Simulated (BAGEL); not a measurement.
# One shape, several levels: quartet C2H4BClN

We compute a comparison of 3 runs (ROHF/6-31G*, UHF/6-31G*, ROHF/def2-SVP) of quartet C2H4BClN. 

Program for the calculation: BAGEL 1.2.2.

**1. The molecule**

C2H4BClN: 9 atoms, total charge 0, spin state quartet. As SMILES of the parent species, `C=CB([NH])Cl`. The coordinates come from a GFN2-xTB relaxation. This is one conformer, not always the lowest. That shape belongs to the parent species and isn't relaxed for this state.

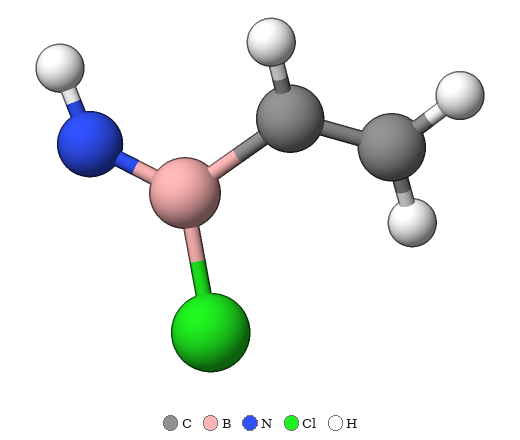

Viewed from a chosen angle; carbon grey, boron pink, nitrogen blue, chlorine green, hydrogen white.

**2. The energy at ROHF/6-31G(d) (density fitting with qzvpp-jkfit, spherical functions) (run 1)**

Contents of hf.json:

```json
{ "bagel" : [

{
  "title" : "molecule",
  "basis" : "6-31gs.json",
  "df_basis" : "qzvpp-jkfit",
  "angstrom" : true,
  "geometry" : [
    { "atom" : "C", "xyz" : [   -0.517480,    0.805460,    1.239300 ] },
    { "atom" : "C", "xyz" : [   -0.122860,   -0.234970,    0.535350 ] },
    { "atom" : "B", "xyz" : [    0.533250,   -0.104470,   -0.941700 ] },
    { "atom" : "N", "xyz" : [    0.391100,   -1.103700,   -1.791650 ] },
    { "atom" : "Cl", "xyz" : [    1.356440,    1.391690,   -1.248360 ] },
    { "atom" : "H", "xyz" : [   -0.420600,    1.818920,    0.887190 ] },
    { "atom" : "H", "xyz" : [   -0.954910,    0.681120,    2.220280 ] },
    { "atom" : "H", "xyz" : [   -0.239400,   -1.244170,    0.899940 ] },
    { "atom" : "H", "xyz" : [   -0.025540,   -2.009880,   -1.800340 ] }
  ]
},
{
  "title" : "rohf",
  "nopen" : 3
},
{
  "title" : "print",
  "file" : "orbitals.molden",
  "orbitals" : true
}

]}
```

The basis set 6-31G* is read from a file made from the Basis Set Exchange's data (not shown).

Run with:

```bash
$ BAGEL_NUM_THREADS=1 BAGEL hf.json > hf.out
```

The log of the run:

```text
* using 1 threads per process

  ===============================================================
  ===============================================================

  *** Geometry ***

  { "atom" : "C", "xyz" : [     -0.977895,      1.522099,      2.341938 ] },
  { "atom" : "C", "xyz" : [     -0.232172,     -0.444029,      1.011665 ] },
  { "atom" : "B", "xyz" : [      1.007696,     -0.197420,     -1.779555 ] },
  { "atom" : "N", "xyz" : [      0.739072,     -2.085691,     -3.385728 ] },
  { "atom" : "Cl", "xyz" : [      2.563300,      2.629913,     -2.359059 ] },
  { "atom" : "H", "xyz" : [     -0.794819,      3.437261,      1.676546 ] },
  { "atom" : "H", "xyz" : [     -1.804518,      1.287130,      4.195721 ] },
  { "atom" : "H", "xyz" : [     -0.452400,     -2.351141,      1.700640 ] },
  { "atom" : "H", "xyz" : [     -0.048264,     -3.798123,     -3.402150 ] },

  Number of auxiliary basis functions:      502

  Since a DF basis is specified, we compute 2- and 3-index integrals:
    o Being stored without compression. Storage requirement is 0.027 GB

  Number of basis functions:       82
  Number of electrons      :       45

    * METHOD: MOLECULE                             0.28

  *** Open-shell HF ***

  === Nuclear Repulsion ===
   181.5627492173

      * DIIS with orbital gradients will be used.

  === ROHF iteration (6-31gs.json) ===
      0       -616.18490223          0.03923349           0.15
      1       -616.28932908          0.03916648           0.15
      2       -616.33836619          0.03337184           0.14
      3       -616.51087866          0.00518725           0.15
      4       -616.52776128          0.00295654           0.14
      5       -616.53490371          0.00135593           0.15
      6       -616.53655779          0.00055640           0.15
      7       -616.53702005          0.00028486           0.15
      8       -616.53701100          0.00018830           0.15
      9       -616.53711442          0.00009282           0.15
     10       -616.53709850          0.00006798           0.15
     11       -616.53711352          0.00005608           0.14
     12       -616.53712101          0.00004842           0.14
     13       -616.53713060          0.00003934           0.14
     14       -616.53713929          0.00002619           0.14
     15       -616.53714216          0.00001622           0.15
     16       -616.53714298          0.00000941           0.15
     17       -616.53714316          0.00000434           0.15
     18       -616.53714330          0.00000222           0.15
     19       -616.53714320          0.00000128           0.15
     20       -616.53714320          0.00000060           0.15
     21       -616.53714314          0.00000042           0.14
     22       -616.53714314          0.00000025           0.14
     23       -616.53714313          0.00000015           0.14
     24       -616.53714313          0.00000011           0.14
     25       -616.53714313          0.00000008           0.15
     26       -616.53714314          0.00000004           0.14
     27       -616.53714313          0.00000002           0.14
     28       -616.53714313          0.00000001           0.14
     29       -616.53714313          0.00000001           0.14
    * SCF iteration converged.

    * S^2 (ROHF) is 3.7500

    * Permanent dipole moment:
           (    0.574552,     1.040534,    -0.197849) a.u.

    * METHOD: ROHF                                 4.55

    * METHOD: PRINT                                0.02

  ===============================================================
```

It took 5.1 s on 1 thread of Arm Neoverse V1, shared host; peak memory 0.12 GiB.

**3. A single-point energy at UHF/6-31G(d) (density fitting with qzvpp-jkfit, spherical functions) (run 2)**

Contents of calc.json:

```json
{ "bagel" : [

{
  "title" : "molecule",
  "basis" : "6-31gs.json",
  "df_basis" : "qzvpp-jkfit",
  "angstrom" : true,
  "geometry" : [
    { "atom" : "C", "xyz" : [   -0.517480,    0.805460,    1.239300 ] },
    { "atom" : "C", "xyz" : [   -0.122860,   -0.234970,    0.535350 ] },
    { "atom" : "B", "xyz" : [    0.533250,   -0.104470,   -0.941700 ] },
    { "atom" : "N", "xyz" : [    0.391100,   -1.103700,   -1.791650 ] },
    { "atom" : "Cl", "xyz" : [    1.356440,    1.391690,   -1.248360 ] },
    { "atom" : "H", "xyz" : [   -0.420600,    1.818920,    0.887190 ] },
    { "atom" : "H", "xyz" : [   -0.954910,    0.681120,    2.220280 ] },
    { "atom" : "H", "xyz" : [   -0.239400,   -1.244170,    0.899940 ] },
    { "atom" : "H", "xyz" : [   -0.025540,   -2.009880,   -1.800340 ] }
  ]
},
{
  "title" : "uhf",
  "nopen" : 3
},
{
  "title" : "print",
  "file" : "orbitals.molden",
  "orbitals" : true
}

]}
```

The basis set 6-31G* is read from a file made from the Basis Set Exchange's data (not shown).

Run with:

```bash
$ BAGEL_NUM_THREADS=1 BAGEL calc.json > calc.out
```

The log of the run:

```text
* using 1 threads per process

  ===============================================================
  ===============================================================

  *** Geometry ***

  { "atom" : "C", "xyz" : [     -0.977895,      1.522099,      2.341938 ] },
  { "atom" : "C", "xyz" : [     -0.232172,     -0.444029,      1.011665 ] },
  { "atom" : "B", "xyz" : [      1.007696,     -0.197420,     -1.779555 ] },
  { "atom" : "N", "xyz" : [      0.739072,     -2.085691,     -3.385728 ] },
  { "atom" : "Cl", "xyz" : [      2.563300,      2.629913,     -2.359059 ] },
  { "atom" : "H", "xyz" : [     -0.794819,      3.437261,      1.676546 ] },
  { "atom" : "H", "xyz" : [     -1.804518,      1.287130,      4.195721 ] },
  { "atom" : "H", "xyz" : [     -0.452400,     -2.351141,      1.700640 ] },
  { "atom" : "H", "xyz" : [     -0.048264,     -3.798123,     -3.402150 ] },

  Number of auxiliary basis functions:      502

  Since a DF basis is specified, we compute 2- and 3-index integrals:
    o Being stored without compression. Storage requirement is 0.027 GB

  Number of basis functions:       82
  Number of electrons      :       45

    * METHOD: MOLECULE                             0.28

  *** Open-shell HF ***

  === Nuclear Repulsion ===
   181.5627492173

      * DIIS with orbital gradients will be used.

  === UHF iteration (6-31gs.json) ===
      0       -616.18490223          0.03923349           0.14
      1       -616.31364806          0.03792897           0.14
      2       -616.39120906          0.02977042           0.14
      3       -616.52735761          0.00441524           0.13
      4       -616.54367219          0.00242610           0.14
      5       -616.54883445          0.00110771           0.14
      6       -616.54990844          0.00048375           0.14
      7       -616.55010086          0.00023870           0.14
      8       -616.55016795          0.00016558           0.14
      9       -616.55019668          0.00009772           0.14
     10       -616.55020995          0.00007637           0.14
     11       -616.55022302          0.00006500           0.14
     12       -616.55023686          0.00005200           0.14
     13       -616.55025151          0.00003356           0.14
     14       -616.55025775          0.00001841           0.14
     15       -616.55025907          0.00001066           0.14
     16       -616.55025934          0.00000614           0.14
     17       -616.55025942          0.00000273           0.14
     18       -616.55025943          0.00000162           0.14
     19       -616.55025943          0.00000118           0.14
     20       -616.55025944          0.00000095           0.14
     21       -616.55025944          0.00000078           0.14
     22       -616.55025944          0.00000064           0.14
     23       -616.55025944          0.00000051           0.14
     24       -616.55025944          0.00000032           0.14
     25       -616.55025944          0.00000020           0.14
     26       -616.55025944          0.00000012           0.14
     27       -616.55025944          0.00000007           0.14
     28       -616.55025944          0.00000004           0.14
     29       -616.55025944          0.00000003           0.14
     30       -616.55025944          0.00000002           0.14
     31       -616.55025944          0.00000001           0.14
     32       -616.55025944          0.00000001           0.14
     33       -616.55025944          0.00000001           0.14
    * SCF iteration converged.

    * S^2 (UHF) is 3.7904

    * Permanent dipole moment:
           (    0.572478,     1.062005,    -0.164768) a.u.

    * METHOD: UHF                                  4.97

    * METHOD: PRINT                                0.02

  ===============================================================
```

Run time: 5.4 s. Hardware: 1 thread of Arm Neoverse V1, shared host; peak memory 0.12 GiB.

**4. A single-point energy at ROHF/def2-SVP (density fitting with qzvpp-jkfit) (run 3)**

Contents of calc.json:

```json
{ "bagel" : [

{
  "title" : "molecule",
  "basis" : "svp",
  "df_basis" : "qzvpp-jkfit",
  "angstrom" : "true",
  "geometry" : [
    { "atom" : "C", "xyz" : [      -0.517480,       0.805460,       1.239300 ] },
    { "atom" : "C", "xyz" : [      -0.122860,      -0.234970,       0.535350 ] },
    { "atom" : "B", "xyz" : [       0.533250,      -0.104470,      -0.941700 ] },
    { "atom" : "N", "xyz" : [       0.391100,      -1.103700,      -1.791650 ] },
    { "atom" : "Cl", "xyz" : [       1.356440,       1.391690,      -1.248360 ] },
    { "atom" : "H", "xyz" : [      -0.420600,       1.818920,       0.887190 ] },
    { "atom" : "H", "xyz" : [      -0.954910,       0.681120,       2.220280 ] },
    { "atom" : "H", "xyz" : [      -0.239400,      -1.244170,       0.899940 ] },
    { "atom" : "H", "xyz" : [      -0.025540,      -2.009880,      -1.800340 ] }
  ]
},

{
  "title" : "rohf",
  "nopen" : 3
},

{
  "title" : "print",
  "file" : "orbitals.molden",
  "orbitals" : "true"
}

]}
```

Run with:

```bash
$ BAGEL_NUM_THREADS=1 BAGEL calc.json > calc.out
```

The log of the run:

```text
* using 1 threads per process

  ===============================================================
  ===============================================================

  *** Geometry ***

  { "atom" : "C", "xyz" : [     -0.977895,      1.522099,      2.341938 ] },
  { "atom" : "C", "xyz" : [     -0.232172,     -0.444029,      1.011665 ] },
  { "atom" : "B", "xyz" : [      1.007696,     -0.197420,     -1.779555 ] },
  { "atom" : "N", "xyz" : [      0.739072,     -2.085691,     -3.385728 ] },
  { "atom" : "Cl", "xyz" : [      2.563300,      2.629913,     -2.359059 ] },
  { "atom" : "H", "xyz" : [     -0.794819,      3.437261,      1.676546 ] },
  { "atom" : "H", "xyz" : [     -1.804518,      1.287130,      4.195721 ] },
  { "atom" : "H", "xyz" : [     -0.452400,     -2.351141,      1.700640 ] },
  { "atom" : "H", "xyz" : [     -0.048264,     -3.798123,     -3.402150 ] },

  Number of auxiliary basis functions:      502

  Since a DF basis is specified, we compute 2- and 3-index integrals:
    o Being stored without compression. Storage requirement is 0.035 GB

  Number of basis functions:       94
  Number of electrons      :       45

    * METHOD: MOLECULE                             0.27

  *** Open-shell HF ***

  === Nuclear Repulsion ===
   181.5627492173

      * DIIS with orbital gradients will be used.

  === ROHF iteration (svp) ===
      0       -615.97158509          0.03166480           0.17
      1       -616.14393518          0.02473485           0.17
      2       -616.21265979          0.01706116           0.17
      3       -616.27636384          0.00450805           0.17
      4       -616.28955112          0.00260893           0.17
      5       -616.29695670          0.00118003           0.17
      6       -616.29875159          0.00054874           0.17
      7       -616.29917771          0.00031035           0.17
      8       -616.29936624          0.00018662           0.17
      9       -616.29946072          0.00014773           0.17
     10       -616.29951401          0.00012864           0.17
     11       -616.29957836          0.00010772           0.17
     12       -616.29964404          0.00007867           0.17
     13       -616.29968562          0.00004955           0.17
     14       -616.29970036          0.00002825           0.17
     15       -616.29970530          0.00001327           0.16
     16       -616.29970474          0.00000676           0.16
     17       -616.29970408          0.00000392           0.16
     18       -616.29970382          0.00000289           0.17
     19       -616.29970383          0.00000245           0.17
     20       -616.29970386          0.00000170           0.17
     21       -616.29970393          0.00000107           0.17
     22       -616.29970397          0.00000076           0.17
     23       -616.29970399          0.00000051           0.16
     24       -616.29970399          0.00000029           0.17
     25       -616.29970397          0.00000015           0.16
     26       -616.29970395          0.00000006           0.16
     27       -616.29970395          0.00000003           0.16
     28       -616.29970395          0.00000001           0.16
     29       -616.29970395          0.00000001           0.17
    * SCF iteration converged.

    * S^2 (ROHF) is 3.7500

    * Permanent dipole moment:
           (    0.487994,     0.966416,    -0.088622) a.u.

    * METHOD: ROHF                                 5.25

    * METHOD: PRINT                                0.02

  ===============================================================
```

It took 5.7 s on 1 thread of Arm Neoverse V1, shared host; peak memory 0.14 GiB.

**5. Overview of the runs**

| run | level | energy (Eh) | dipole moment (D) | ⟨S²⟩ | wall time |
| --- | --- | --- | --- | --- | --- |
| 1 | ROHF/6-31G* (density fitting with qzvpp-jkfit, spherical functions) | -616.537143 | 3.06 | 3.750 | 5.1 s |
| 2 | UHF/6-31G* (density fitting with qzvpp-jkfit, spherical functions) | -616.550259 | 3.10 | 3.790 | 5.4 s |
| 3 | ROHF/def2-SVP (density fitting with qzvpp-jkfit) | -616.299704 | 2.76 | 3.750 | 5.7 s |

**6. What came out**

| quantity | value |
| --- | --- |
| run 3: total energy | -616.29970 Eh |
| run 3: dipole moment | 2.76 D |
| run 3: ⟨S²⟩ | 3.750 |

In words: The dipole moment (its size) runs from 2.76 D (ROHF/def2-SVP) to 3.10 D (UHF/6-31G*). The two ends differ in method and basis. All runs together took 16 s, the longest 5.7 s.
